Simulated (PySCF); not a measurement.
Consider C4H9GeNO (Ge(NCO)Me3).

Input

```
{"job": {"kind": "uv", "xc": "PBE0", "basis": "def2-SVPD", "ip": false, "nstates": 15}, "charge": 0, "multiplicity": 1}
Ge     0.007319     0.004303    -0.097378
N      0.043335     0.008717     1.739477
C      0.002736    -0.032363     2.931563
O     -0.029686    -0.068383     4.104662
C      1.863633     0.000824    -0.671008
H      1.927400    -0.028430    -1.769008
H      2.385692    -0.877668    -0.265334
H      2.374190     0.906894    -0.314244
C     -0.931567     1.622426    -0.625127
H     -0.975857     1.700772    -1.721791
H     -0.414919     2.508810    -0.230216
H     -1.958538     1.613295    -0.232589
C     -0.941153    -1.610341    -0.619062
H     -1.961283    -1.601190    -0.208774
H     -0.419212    -2.500512    -0.239656
H     -1.006430    -1.681074    -1.715105
```

Command:

```sh
OMP_NUM_THREADS=1 python probes_run.py task.json out
```

Geometry: PBE0-D3(BJ)/def2-SVP.

The calculation used PBE0/def2-SVPD, SCF density, gas phase (PySCF 2.14.0).

Q: What will maps of the electron density and electron localisation function show?

A: C–O (1.17 Å): the density is about 3.5 e/Å³ at the midpoint; the ELF peaks at about 0.85 between the atoms: a multiple bond.
C–N (1.19 Å): ρ at the midpoint is about 3 e/Å³; the ELF peaks at about 0.85 between the atoms: a multiple bond.
Ge–N (1.84 Å): the density is about 0.87 e/Å³ at the midpoint; the ELF peaks at about 0.85 in the valence shell of N, 0.7 Å from its nucleus, and is about 0.40 at the midpoint.
C–Ge (1.94 Å): ρ at the midpoint is about 0.91 e/Å³; the ELF peaks at about 0.95 in the valence shell of C, 0.7 Å from its nucleus, and is about 0.70 at the midpoint.

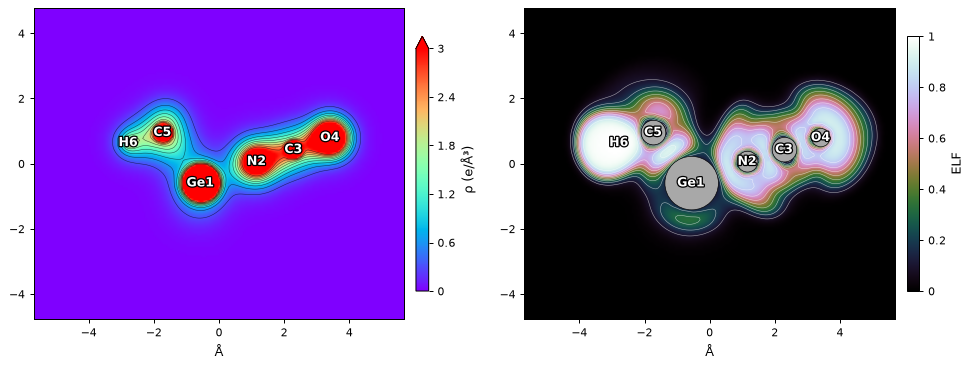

Computed electron density and electron localisation function on the plane of atoms N2, Ge1 and C5, in this order. Grey discs cover the atomic cores in the ELF map. 
